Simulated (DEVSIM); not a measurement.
Structure: Pt/Si3N4/n-GaAs capacitor, at 300 K.

```
layer (left to right)  material  thickness (nm)  Nd (cm⁻³)
---------------------  --------  --------------  ---------
1                         Si3N4            14.0          -
2                          GaAs            3900     2.8e16
```

Metal gate on the left, work function 5.6 eV. Fixed charge at the semiconductor interface 6.5e11 cm⁻² (in units of +e); no interface traps.

Constants are typed, rounded textbook-type inputs, not results; the design itself was drawn at random and stands for no fabricated device. Values at 300 K.

```csv
parameter,Si3N4,GaAs
gap (eV),5.1,1.424
affinity (eV),2.1,4.07
permittivity,7.5,12.9
Nc (cm⁻³),-,4.7e17
Nv (cm⁻³),-,9e18
```

Simulated with DEVSIM: 1D Poisson equation in equilibrium, Boltzmann statistics, complete ionisation; no quantum confinement or tunnelling. Metal contacts follow the ideal Schottky-Mott rule: no Fermi-level pinning, no interface dipoles.

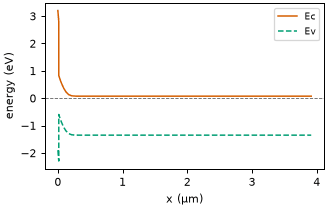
Figure: Band edges at 0.3 V on the gate

Energies count from the Fermi level of the right contact; mesh points crowd at the junctions.

```
x (μm)    Ec (eV)  Ev (eV)  n (cm⁻³)  p (cm⁻³)  field (V/cm)
--------  -------  -------  --------  --------  ------------
0.000       3.200   -1.900     < 1e2     < 1e2       -290000
0.001431    3.159   -1.941     < 1e2     < 1e2       -290000
0.004167    3.080   -2.020     < 1e2     < 1e2       -290000
0.009062    2.940   -2.160     < 1e2     < 1e2       -290000
0.01290     2.830   -2.270     < 1e2     < 1e2       -290000
0.01417     0.827   -0.597      6000     8.4e8        -76000
0.01584     0.814   -0.610      9800     5.2e8        -75000
0.02201     0.769   -0.655     57000     8.9e7        -73000
0.03423     0.683   -0.741   1600000   3200000        -68000
0.06273     0.506   -0.918     1.5e9      3400        -57000
0.1253      0.229   -1.195    6.7e13     < 1e2        -32000
0.3570      0.073   -1.351    2.8e16     < 1e2           -20
0.8156      0.073   -1.351    2.8e16     < 1e2           ≈ 0
1.885       0.073   -1.351    2.8e16     < 1e2           ≈ 0
3.233       0.073   -1.351    2.8e16     < 1e2           ≈ 0
3.612       0.073   -1.351    2.8e16     < 1e2           ≈ 0
3.785       0.073   -1.351    2.8e16     < 1e2           ≈ 0
3.860       0.073   -1.351    2.8e16     < 1e2           ≈ 0
3.897       0.073   -1.351    2.8e16     < 1e2           ≈ 0
3.907       0.073   -1.351    2.8e16     < 1e2           ≈ 0
3.912       0.073   -1.351    2.8e16     < 1e2           ≈ 0
3.914       0.073   -1.351    2.8e16     < 1e2           ≈ 0
```
